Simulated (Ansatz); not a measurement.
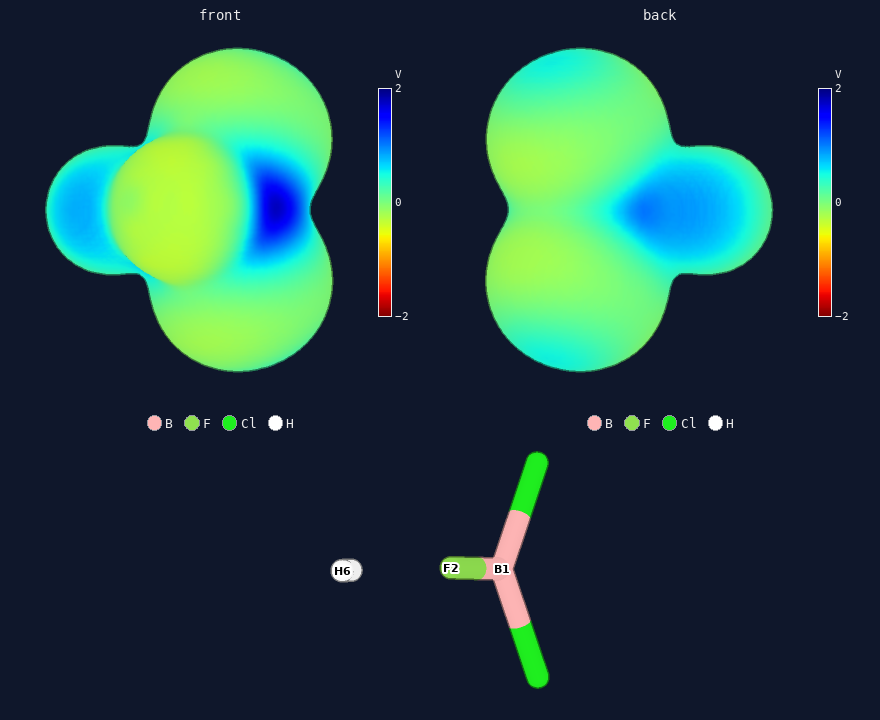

BCl$_{2}$F···H$_{2}$. The electrostatic potential painted on the density surface at 0.002 e/bohr³, seen from the front and from behind; the colour scale runs from red (negative) to blue (positive). The bare structure is drawn below in the same view.

Not at a stationary point (largest force 1.8 eV/Å).

Level of theory: RKS B3LYP-D4/cc-pVDZ (Ansatz).

Input

```
crystal:
  periodic: [false, false, false]
  atoms:
    - { symbol: B, position_ang: [0.0, 0.0, 0.0] }
    - { symbol: F, position_ang: [0.0, 0.0, 1.67] }
    - { symbol: Cl, position_ang: [1.6108, 0.0, -0.93] }
    - { symbol: Cl, position_ang: [-1.6108, 0.0, -0.93] }
    - { symbol: H, position_ang: [0.0623, -1.4126, 0.4698] }
    - { symbol: H, position_ang: [0.0491, -1.1133, 1.3144] }
basis:
  gaussian: { orbitals: cc-pVDZ }
hamiltonian:
  xc: b3lyp
  dispersion: d4
relax:
  f_tol: 0.15
  max_steps: 25
  restrain:
    - { distance: [0, 4], at: 2.39, k: 30.0 }
    - { distance: [5, 1], at: 2.12, k: 30.0 }
    - { distance: [0, 1], at: 1.32, k: 30.0 }
    - { distance: [5, 4], at: 0.66, k: 30.0 }
output:
  orbitals: {}
```

Launched as:

```sh
ansatz run input.yaml --threads 1 --pin off --max-ram 2048MiB --backend cpu --events-out ev --progress --plain --runs-dir out
```

The fields are those of the run's last geometry, not of the input's.

Question: Describe the electrostatic potential map.

Answer: The most negative region (about −0.3 V, or −7 kcal/mol for a unit charge) lies over F2, the most positive (about +1.6 V, or +37 kcal/mol for a unit charge) over B1. Cl3 shows a σ-hole: about +0.5 V, or +12 kcal/mol for a unit charge at the tip opposite its bond, against about −0.1 V on its flanks. Cl4 shows a σ-hole: about +0.5 V, or +12 kcal/mol for a unit charge at the tip opposite its bond, against about −0.1 V on its flanks.
